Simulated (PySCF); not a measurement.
## A study: C3F8, SMILES `FC(F)(F)C(F)(F)C(F)(F)F`

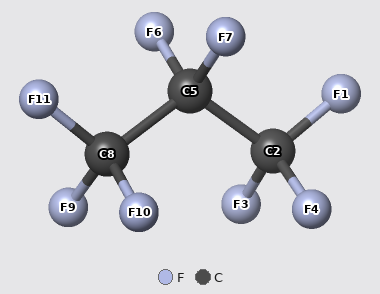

The molecule, with its atoms numbered as below. No frequency check shows the geometry to be a minimum.

Geometry (Å), atoms numbered from 1:

```
F1      -2.3700    0.5493   -0.0002
C2      -1.3009   -0.2334    0.0020
F3      -1.3544   -1.0102    1.0758
F4      -1.3542   -1.0102   -1.0760
C5       0.0000    0.6251   -0.0000
F6       0.0011    1.4183    1.0844
F7      -0.0011    1.4183   -1.0844
C8       1.3009   -0.2334   -0.0020
F9       1.3543   -1.0102    1.0760
F10      1.3544   -1.0102   -1.0757
F11      2.3700    0.5493    0.0002
```

Part 1: Bonding charge

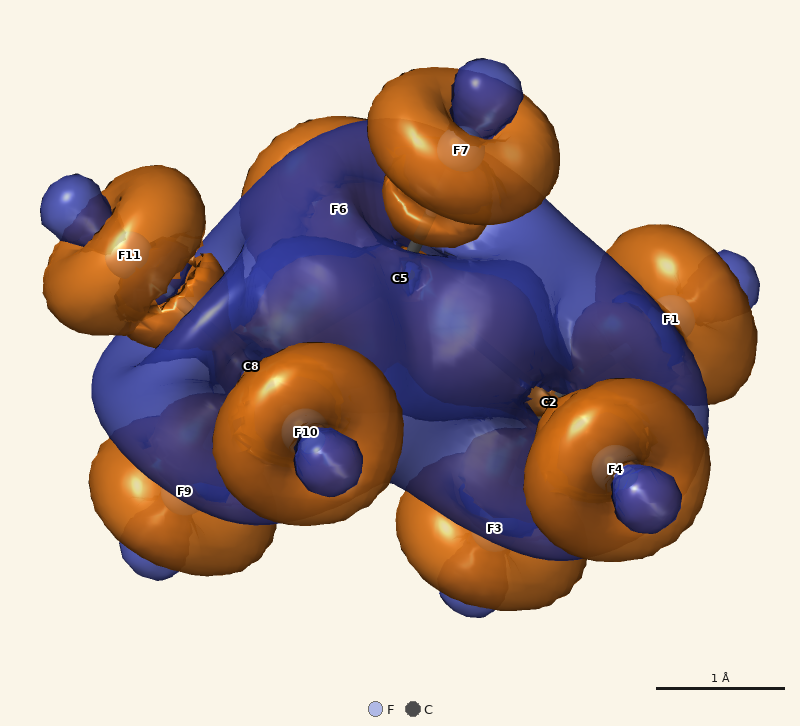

Deformation density (molecule less spherical, spin-averaged free atoms at the same positions), surfaces at ±0.05 e/Å³; orange: gain, blue: loss.

PySCF calculation, PBE/def2-TZVP, gas phase; geometry: GFN2-xTB.

> How much density has each bond gained at its critical point, relative to the free atoms?

C5–C8 and C2–C5: +0.62 e/Å³ at the bond critical point (bond length 1.56 Å, Mayer order 0.9). F1–C2 and C8–F11: +0.18 e/Å³ at the bond critical point (bond length 1.32 Å, Mayer order 1.2). C2–F3, C8–F10, C8–F9 and C2–F4: +0.17 e/Å³ at the bond critical point (bond length 1.33 Å, Mayer order 1.2). C5–F7 and C5–F6: +0.10 e/Å³ at the bond critical point (bond length 1.34 Å, Mayer order 1.2); up to 0.6 Å beside the axis the gain reaches +0.31 e/Å³. In all, 2.3 electrons gather in the regions of gain relative to the promolecule. A small or negative value marks a very polar bond, one between electron-rich atoms, whose free-atom densities already overlap strongly, a long bond to a heavier atom, or a closed-shell contact such as a hydrogen bond.

> Where do the Hirshfeld charges lie?

The highest Hirshfeld charge is on C2 and C8 (+0.22 e), the lowest on F3, F4, F9 and F10 (−0.07 e).

Part 2: Electrostatic potential

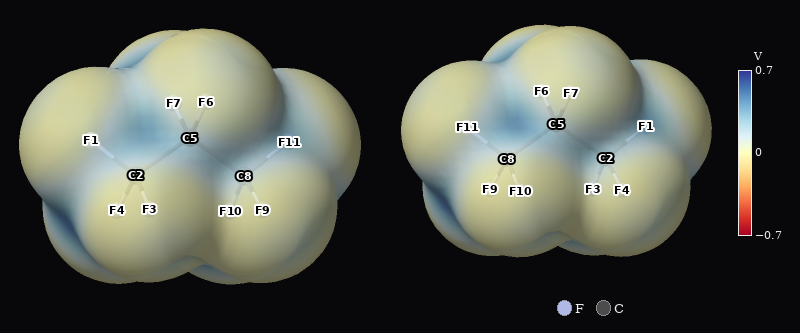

Electrostatic potential on the surface of electron density 0.001 a.u. (back view left, front view right).

> Where are the extremes of the potential on the surface?

Highest: 0.69 V, over the middle of F3, F4, F9 and F10, about 1.9 Å from them. Further maxima include 0.60 V, off the C2–F3 bond (1.9 to 2.0 Å from its atoms), and at like points elsewhere; 0.48 V, near F10 (1.82 Å) and F11 (2.00 Å), over C8 (2.1 Å). Lowest: −0.04 V, about equally far (1.8 Å) from F4 and F10, and at like points elsewhere. Further minima include −0.04 V, 1.7 Å from F6; −0.04 V, 1.6 Å from F4. The surface is sampled at points, so like sites can differ by a few per cent and only the strongest of them is named.

> What volume does the surface enclose, and what is the dipole moment?

About 129 Å³; the dipole moment is 0.0 D.

Part 3: In an electric field

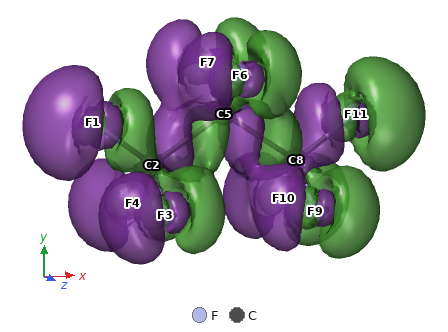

Change of the electron density in a uniform field of 0.21 V/Å, surfaces at ±0.001 e/Å³ (purple: gain, green: loss).

PySCF calculation, PBE/def2-TZVP, gas phase; geometry: GFN2-xTB. A basis without diffuse functions makes polarisabilities too small.

> Along which Cartesian direction does the field point?

Along +x: electrons gather on the −x side, against the field.

> What dipole is induced, and what polarisability does it imply?

The induced dipole is 0.46 D (along the field); α along this axis, from the fields in both directions, is 45 bohr³ (6.7 Å³).

> Which atoms gain and lose the most charge?

Electrons gather most on F1 (Hirshfeld charge changes by −0.009 e) and leave F11 most (+0.009 e); 0.048 electrons are displaced in all.

Part 4: Removing or adding an electron

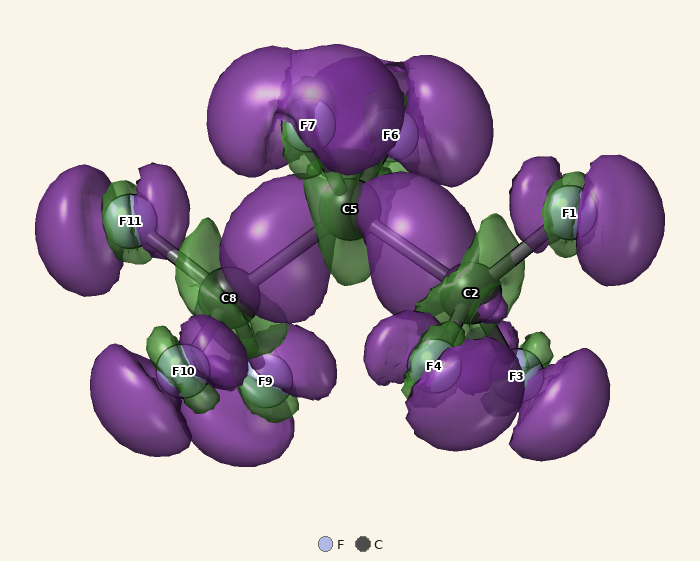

Fukui function f⁻ = ρ(N) − ρ(N−1) at fixed geometry, surfaces at ±0.02 e/Å³ (purple positive, green negative).

Method: PBE/def2-TZVP; geometry: GFN2-xTB; program: PySCF.

> On which atoms does the density change most on removal of an electron?

f⁻ (Hirshfeld-condensed) is largest on F6 and F7 (0.13 each), F1 and F11 (0.09 each) and F3, F4, F9 and F10 (0.09 each); the vertical ionisation energy is 12.19 eV (the stability of the cation's solution wasn't checked). Condensed values hint at sites of electrophilic attack but needn't mark the atom that reacts. Shares this close don't rank the sites. Orbital relaxation makes it negative in places (0.18 e in all).

The PySCF runs shown took 46 s, 2.8 min and 2.4 min on 1 thread of Intel(R) Xeon(R) 6975P-C (Granite Rapids) (shared host).
